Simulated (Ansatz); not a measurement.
**Run report: CH₇NOSi₂, nudged elastic band (part 2 of 2)**

The same run, continued: CH₇NOSi₂, SMILES N[SiH2]C1O[SiH2]1; RKS B3LYP-D4/STO-3G (Ansatz 0.2.0). It belongs to a series of runs on one base structure; here: band between the two ends.

Geometry of the input (Å):
```
N  -0.6647  -0.1668  2.3822
Si -0.8454  -0.5388  0.6520
C  0.1207  0.5854  -0.5160
O  1.6385  0.5026  -0.4683
Si 0.9946  0.0380  -2.0159
H  0.3541  -0.2058  2.6449
H  -0.9218  0.8387  2.5595
H  -2.2506  -0.4172  0.3311
H  -0.4045  -1.9014  0.4583
H  -0.2314  1.6356  -0.5048
H  1.0580  -1.3619  -2.3662
H  1.2298  0.9362  -3.1228
```

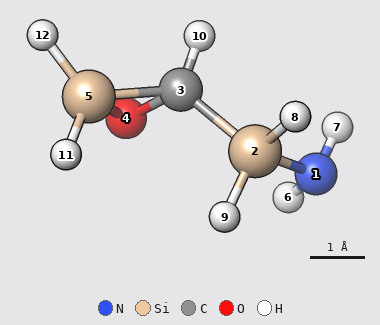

Figure 1. The structure as given in the input (ball-and-stick view, seen at a tilt; atoms are numbered from 1 in the order of the input).

```
Total energy: -20199.29864357 eV, -742.3105335747 hartree
Atom 0 at    -0.622730     0.088610     2.298190 Å, force    -0.000544    -0.003193    -0.009015 eV/Å
Atom 1 at    -0.714665    -0.467313     0.672723 Å, force    -0.001053     0.001835    -0.005962 eV/Å
Atom 2 at     0.264553     0.600314    -0.535282 Å, force     0.003168     0.000438     0.007633 eV/Å
Atom 3 at     1.762690     0.358058    -0.634130 Å, force     0.001407     0.001092    -0.001850 eV/Å
Atom 4 at     0.933281     0.018846    -2.124792 Å, force    -0.000273    -0.000423     0.002322 eV/Å
Atom 5 at     0.223017     0.006329     2.879874 Å, force     0.000734     0.001292     0.000431 eV/Å
Atom 6 at    -1.450645     0.358368     2.847074 Å, force    -0.000267     0.000067     0.001040 eV/Å
Atom 7 at    -2.113557    -0.434823     0.304415 Å, force    -0.001049    -0.001552     0.004240 eV/Å
Atom 8 at    -0.210599    -1.821299     0.531720 Å, force    -0.001478    -0.001220     0.003392 eV/Å
Atom 9 at     0.028405     1.679477    -0.459672 Å, force     0.000598     0.001143    -0.002317 eV/Å
Atom 10 at     0.818029    -1.366194    -2.518745 Å, force    -0.000430    -0.000158     0.000069 eV/Å
Atom 11 at     1.159422     0.924327    -3.227476 Å, force    -0.000813     0.000680     0.000017 eV/Å
Dipole moment:    -0.222416    -0.056507    -0.121058 e Å
this run last wrote the band of iteration 12 to [file]
```

The last band as extended XYZ (Å, eV, eV/Å)
```
12
Properties=species:S:1:pos:R:3:forces:R:3 image=0 energy=-20199.43509
N    -0.6647   -0.1668    2.3822    0.0003   0.0012   0.0014
Si   -0.8454   -0.5388    0.6520   -0.0068  -0.0019   0.0005
C     0.1207    0.5854   -0.5160    0.0022   0.0023  -0.0031
O     1.6385    0.5026   -0.4683    0.0011  -0.0009   0.0002
Si    0.9946    0.0380   -2.0159   -0.0004  -0.0005   0.0005
H     0.3541   -0.2058    2.6449    0.0009   0.0001   0.0009
H    -0.9218    0.8387    2.5595    0.0005  -0.0012   0.0000
H    -2.2506   -0.4172    0.3311    0.0003   0.0009  -0.0018
H    -0.4045   -1.9014    0.4583    0.0038   0.0018  -0.0006
H    -0.2314    1.6356   -0.5048   -0.0012  -0.0013   0.0018
H     1.0580   -1.3619   -2.3662   -0.0006   0.0011   0.0000
H     1.2298    0.9362   -3.1228   -0.0001  -0.0015   0.0002
12
Properties=species:S:1:pos:R:3:forces:R:3 image=1 energy=-20199.43445
N    -0.6974   -0.1509    2.3888    0.0010  -0.0005  -0.0005
Si   -0.8155   -0.5488    0.6594   -0.0032  -0.0003  -0.0006
C     0.1590    0.5782   -0.4988   -0.0005  -0.0001  -0.0006
O     1.6736    0.4440   -0.4978   -0.0004   0.0026   0.0031
Si    0.9706    0.0429   -2.0375   -0.0004  -0.0009  -0.0020
H     0.3127   -0.1536    2.6848    0.0011  -0.0020  -0.0004
H    -0.9947    0.8464    2.5476    0.0032   0.0006  -0.0005
H    -2.2133   -0.4635    0.2970   -0.0012   0.0013   0.0007
H    -0.3379   -1.9028    0.4943   -0.0008   0.0001   0.0000
H    -0.1577    1.6386   -0.4500   -0.0021  -0.0001  -0.0008
H     0.9742   -1.3481   -2.4266    0.0027  -0.0003   0.0014
H     1.2037    0.9622   -3.1273    0.0005  -0.0004   0.0003
12
Properties=species:S:1:pos:R:3:forces:R:3 image=2 energy=-20199.43139
N    -0.7182   -0.1483    2.3952    0.0039   0.0015   0.0007
Si   -0.7819   -0.5538    0.6661   -0.0086  -0.0046   0.0006
C     0.1994    0.5767   -0.4839   -0.0054  -0.0058  -0.0028
O     1.7078    0.3936   -0.5315   -0.0017   0.0021   0.0048
Si    0.9466    0.0459   -2.0567   -0.0025   0.0028   0.0016
H     0.2823   -0.0786    2.7131    0.0009  -0.0083   0.0011
H    -1.0953    0.8211    2.5537    0.0131   0.0114  -0.0076
H    -2.1731   -0.4984    0.2738   -0.0024   0.0017  -0.0018
H    -0.2750   -1.8988    0.5159    0.0003  -0.0012  -0.0002
H    -0.0813    1.6452   -0.4040   -0.0073  -0.0023  -0.0002
H     0.8893   -1.3368   -2.4705    0.0072   0.0013   0.0010
H     1.1766    0.9770   -3.1371    0.0025   0.0014   0.0028
12
Properties=species:S:1:pos:R:3:forces:R:3 image=3 energy=-20199.42072
N    -0.7150   -0.1663    2.4027   -0.0059  -0.0040   0.0137
Si   -0.7494   -0.5406    0.6701   -0.0074  -0.0155  -0.0113
C     0.2349    0.5890   -0.4808   -0.0153  -0.0114   0.0023
O     1.7365    0.3707   -0.5670    0.0000   0.0031   0.0108
Si    0.9297    0.0401   -2.0726   -0.0020   0.0059   0.0102
H     0.2645    0.0065    2.7403    0.0091  -0.0166  -0.0171
H    -1.2193    0.7324    2.6049    0.0324   0.0459  -0.0299
H    -2.1388   -0.4904    0.2712   -0.0055  -0.0083  -0.0058
H    -0.2314   -1.8795    0.5018   -0.0009  -0.0079   0.0046
H    -0.0198    1.6632   -0.3929   -0.0118  -0.0047   0.0086
H     0.8291   -1.3417   -2.4817    0.0068   0.0050   0.0033
H     1.1562    0.9614   -3.1622    0.0006   0.0086   0.0105
12
Properties=species:S:1:pos:R:3:forces:R:3 image=4 energy=-20199.39130
N    -0.6942   -0.1638    2.3969   -0.0318  -0.0972   0.0590
Si   -0.7273   -0.5117    0.6734   -0.0108  -0.0283  -0.0103
C     0.2565    0.6019   -0.4967   -0.0123  -0.0073   0.0174
O     1.7544    0.3658   -0.6012   -0.0019   0.0070   0.0162
Si    0.9252    0.0290   -2.0929   -0.0035   0.0085   0.0233
H     0.2478    0.0578    2.7902    0.0148   0.0168  -0.0556
H    -1.3287    0.6094    2.6964    0.0665   0.1154  -0.0843
H    -2.1197   -0.4551    0.2855   -0.0034  -0.0155  -0.0108
H    -0.2138   -1.8509    0.4891    0.0030  -0.0150  -0.0146
H     0.0152    1.6801   -0.4205   -0.0132  -0.0018   0.0240
H     0.8105   -1.3549   -2.4923    0.0001   0.0075   0.0163
H     1.1513    0.9372   -3.1940   -0.0075   0.0098   0.0195
12
Properties=species:S:1:pos:R:3:forces:R:3 image=5 energy=-20199.33007
N    -0.6573   -0.0644    2.3461   -0.0373  -0.1720   0.0527
Si   -0.7194   -0.4861    0.6725   -0.0104  -0.0240  -0.0048
C     0.2637    0.6029   -0.5193   -0.0039  -0.0011   0.0183
O     1.7609    0.3580   -0.6231   -0.0012   0.0092   0.0098
Si    0.9287    0.0218   -2.1128   -0.0033   0.0032   0.0153
H     0.2368    0.0433    2.8514    0.0167   0.0500  -0.0297
H    -1.4068    0.4878    2.7914    0.0461   0.1405  -0.0604
H    -2.1157   -0.4339    0.2973   -0.0011  -0.0087  -0.0057
H    -0.2124   -1.8322    0.5020    0.0103  -0.0110  -0.0331
H     0.0296    1.6828   -0.4461   -0.0069   0.0033   0.0132
H     0.8105   -1.3623   -2.5101   -0.0022   0.0054   0.0119
H     1.1585    0.9270   -3.2154   -0.0067   0.0052   0.0125
12
Properties=species:S:1:pos:R:3:forces:R:3 image=6 energy=-20199.29843
N    -0.6227    0.0886    2.2982   -0.0005  -0.0032  -0.0090
Si   -0.7147   -0.4673    0.6727   -0.0011   0.0018  -0.0060
C     0.2646    0.6003   -0.5353    0.0032   0.0004   0.0076
O     1.7627    0.3581   -0.6341    0.0014   0.0011  -0.0019
Si    0.9333    0.0188   -2.1248   -0.0003  -0.0004   0.0023
H     0.2230    0.0063    2.8799    0.0007   0.0013   0.0004
H    -1.4506    0.3584    2.8471   -0.0003   0.0001   0.0010
H    -2.1136   -0.4348    0.3044   -0.0010  -0.0016   0.0042
H    -0.2106   -1.8213    0.5317   -0.0015  -0.0012   0.0034
H     0.0284    1.6795   -0.4597    0.0006   0.0011  -0.0023
H     0.8180   -1.3662   -2.5187   -0.0004  -0.0002   0.0001
H     1.1594    0.9243   -3.2275   -0.0008   0.0007   0.0000
12
Properties=species:S:1:pos:R:3:forces:R:3 image=7 energy=-20199.33321
N    -0.6097    0.2693    2.2764    0.0074   0.1200  -0.0140
Si   -0.7124   -0.4423    0.6764   -0.0017   0.0271   0.0058
C     0.2666    0.6013   -0.5449    0.0034  -0.0077  -0.0090
O     1.7650    0.3621   -0.6406    0.0013  -0.0039  -0.0036
Si    0.9374    0.0159   -2.1310    0.0019  -0.0043  -0.0036
H     0.2071   -0.0187    2.8551   -0.0112  -0.0212  -0.0170
H    -1.4611    0.1741    2.8679   -0.0020  -0.1232   0.0147
H    -2.1116   -0.4404    0.3078   -0.0002   0.0067  -0.0006
H    -0.2112   -1.8044    0.5935   -0.0108   0.0116   0.0367
H     0.0255    1.6792   -0.4718    0.0104   0.0012  -0.0023
H     0.8256   -1.3711   -2.5186   -0.0015  -0.0033  -0.0031
H     1.1562    0.9199   -3.2362    0.0031  -0.0031  -0.0039
12
Properties=species:S:1:pos:R:3:forces:R:3 image=8 energy=-20199.36346
N    -0.6579    0.3353    2.2797   -0.0101   0.0192  -0.0035
Si   -0.7264   -0.4188    0.6745   -0.0127   0.0057  -0.0100
C     0.2694    0.6090   -0.5436    0.0033   0.0014   0.0075
O     1.7654    0.3558   -0.6332    0.0094  -0.0059   0.0026
Si    0.9403    0.0101   -2.1252   -0.0012  -0.0002   0.0022
H     0.2299    0.0881    2.7823    0.0068   0.0261  -0.0169
H    -1.4199   -0.0347    2.8997    0.0108  -0.0533   0.0090
H    -2.1200   -0.4360    0.2874   -0.0039   0.0057  -0.0024
H    -0.2274   -1.7839    0.6297   -0.0053   0.0038   0.0092
H     0.0372    1.6891   -0.4766    0.0046   0.0024  -0.0015
H     0.8187   -1.3777   -2.5072   -0.0053  -0.0015   0.0028
H     1.1679    0.9082   -3.2335    0.0037  -0.0032   0.0011
12
Properties=species:S:1:pos:R:3:forces:R:3 image=9 energy=-20199.37576
N    -0.7005    0.3407    2.2737   -0.0019  -0.0026  -0.0010
Si   -0.7567   -0.4131    0.6636   -0.0189  -0.0061  -0.0061
C     0.2578    0.6145   -0.5374    0.0022  -0.0010   0.0047
O     1.7534    0.3496   -0.6036    0.0051  -0.0025   0.0004
Si    0.9482    0.0068   -2.1072   -0.0022  -0.0022   0.0055
H     0.2588    0.2354    2.6915    0.0016   0.0165  -0.0066
H    -1.3222   -0.1863    2.9391    0.0115  -0.0106   0.0016
H    -2.1474   -0.4351    0.2662   -0.0034   0.0052  -0.0015
H    -0.2638   -1.7810    0.6226    0.0033   0.0022  -0.0016
H     0.0319    1.6960   -0.4745    0.0003   0.0010   0.0019
H     0.8165   -1.3812   -2.4852    0.0001   0.0001   0.0003
H     1.2011    0.8987   -3.2150    0.0022   0.0001   0.0025
12
Properties=species:S:1:pos:R:3:forces:R:3 image=10 energy=-20199.37835
N    -0.6973    0.3234    2.2698   -0.0016  -0.0066  -0.0093
Si   -0.8024   -0.4075    0.6499   -0.0048   0.0027   0.0012
C     0.2223    0.6202   -0.5413   -0.0048  -0.0028  -0.0003
O     1.7235    0.3774   -0.5568    0.0009  -0.0018  -0.0033
Si    0.9706    0.0001   -2.0791    0.0007   0.0040   0.0039
H     0.3014    0.3112    2.6007   -0.0008  -0.0012  -0.0017
H    -1.1975   -0.2826    2.9702   -0.0005   0.0007   0.0041
H    -2.1988   -0.3969    0.2707    0.0071  -0.0005   0.0034
H    -0.3395   -1.7850    0.5812    0.0003   0.0061   0.0031
H    -0.0220    1.6988   -0.5005    0.0029  -0.0008  -0.0007
H     0.8709   -1.3951   -2.4404    0.0003   0.0015   0.0003
H     1.2460    0.8807   -3.1905    0.0004  -0.0013  -0.0008
```

Key numbers

- outcome: converged
- barrier, forward: 0.137 eV
- barrier, backward: 0.080 eV
- wall time: 4.9 min
- peak memory: 0.11 GiB

The order of the saddle point was not checked.
